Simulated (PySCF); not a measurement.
# C6H9FNO: the cost of one run

Computed with PySCF 2.14.0 and routines of our own; the level stands in each step. Atoms count from 0.

## 1. The system as given

18 atoms, charge 0, multiplicity 2; geometry from: GFN2-xTB.

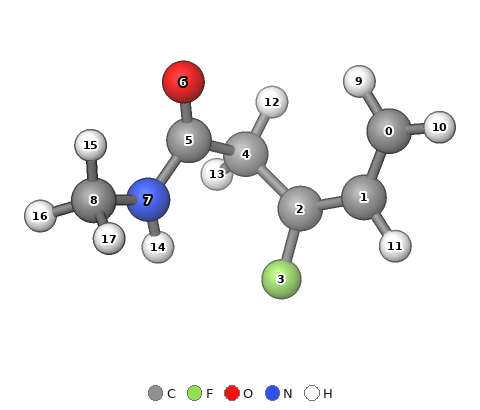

The starting geometry (carbon grey, fluorine green, oxygen red, nitrogen blue, hydrogen white).

## 2. Open-shell or spin-flip excitations: unrestricted TDDFT CAM-B3LYP/def2-SVP

The job: settings as JSON, then the geometry in Å.

```
{"job": {"kind": "uabs", "xc": "CAM-B3LYP", "basis": "def2-SVP", "nstates": 10, "tda": false}, "charge": 0, "multiplicity": 2}
C      2.445717     0.400099    -1.410763
C      2.161872     0.604645    -0.091820
C      1.365339    -0.208629     0.689624
F      1.127868     0.195870     1.971093
C      0.634714    -1.435504     0.305291
C     -0.746084    -1.067550    -0.281194
O     -1.037735    -1.276776    -1.435192
N     -1.562911    -0.492842     0.619595
C     -2.883355    -0.019666     0.282073
H      2.027776    -0.422675    -1.960239
H      3.082885     1.079284    -1.944911
H      2.588273     1.462951     0.411217
H      1.183164    -1.984097    -0.458426
H      0.483970    -2.070337     1.180906
H     -1.228733    -0.311850     1.553625
H     -3.075793    -0.293239    -0.753772
H     -3.632317    -0.483536     0.925936
H     -2.943410     1.065410     0.385298
```

With the program's defaults for keys left out, this is: unrestricted TDDFT CAM-B3LYP/def2-SVP, vertical, gas phase, core orbitals frozen in the response.

Command:

```bash
$ OMP_NUM_THREADS=1 python excited_run.py task.json out
```

The driver reads the jobs from task.json and runs them one after another.

Q: Estimate the wall time and peak memory of this first job on 1 thread of AMD EPYC 9R45, shared host.

About 68 s, with a peak of 0.79 GiB.
